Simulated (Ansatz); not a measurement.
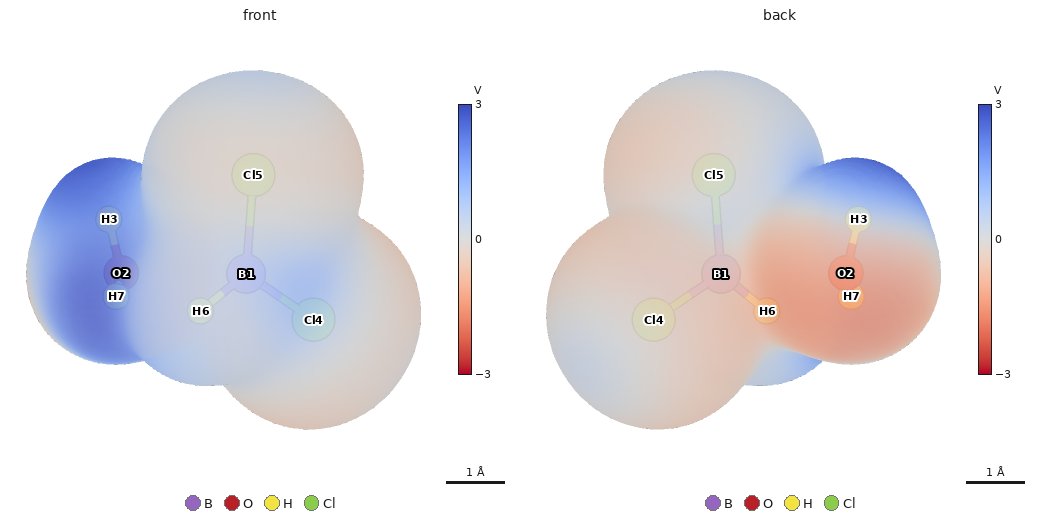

Figure. BCl₂H···H₂O. The electrostatic potential painted on the density surface at 0.002 e/bohr³, seen from the front and from behind; red is negative and blue positive.

Not at a stationary point (largest force 0.7 eV/Å).

The calculation used RKS PBE-D4/6-31G* in Ansatz 0.2.0.

```yaml
atoms:
  - { symbol: B, position_ang: [0.1232, 0.4828, -0.4566] }
  - { symbol: O, position_ang: [0.0779, -0.0288, 2.0921] }
  - { symbol: H, position_ang: [-0.8674, -0.2854, 2.1239] }
  - { symbol: Cl, position_ang: [1.5663, -0.3179, -1.0379] }
  - { symbol: Cl, position_ang: [-1.4830, -0.1059, -0.8974] }
  - { symbol: H, position_ang: [0.2130, 1.5368, 0.0995] }
  - { symbol: H, position_ang: [0.0370, 0.9363, 1.8619] }
```

### Where is the surface potential most negative and most positive?

The most negative region (about −1.4 V, or −32 kcal/mol for a unit charge) lies over O2, the most positive (about +2.6 V, or +60 kcal/mol for a unit charge) over H3. Cl4 shows a σ-hole: about +0.3 V at the tip opposite its bond, against about −0.4 V, or −9 kcal/mol for a unit charge on its flanks. Cl5 shows a σ-hole: about +0.4 V, or +9 kcal/mol for a unit charge at the tip opposite its bond, against about 0.0 V on its flanks. O2 is the likeliest acceptor of a hydrogen bond.
